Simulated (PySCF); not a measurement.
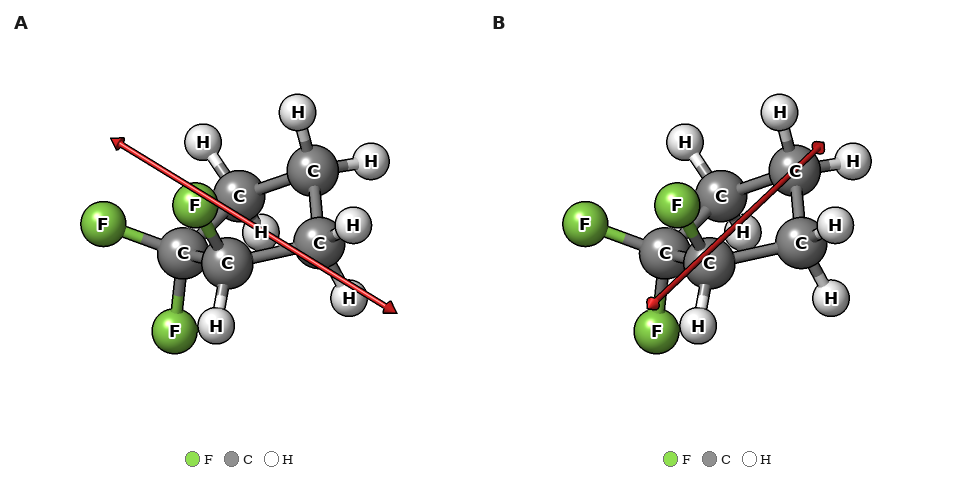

The double arrows show the directions of two transition dipoles from the ground state (lengths mean nothing). Computed geometry: GFN2-xTB optimisation. No frequency run is at hand to confirm it as a minimum. Method: TDDFT ωB97X-D/def2-SVPD, vertical, gas phase, core orbitals frozen in the response (PySCF 2.14.0).

> One belongs to singlet state 5 and one to singlet state 7. Which is which?

A: state 7, 10.07 eV (123 nm), oscillator strength 0.017, mainly HOMO → LUMO+2 (weight 0.59).
B: state 5, 9.99 eV (124 nm), oscillator strength 0.016, of mixed character, with the largest part HOMO → LUMO+3 (weight 0.32).
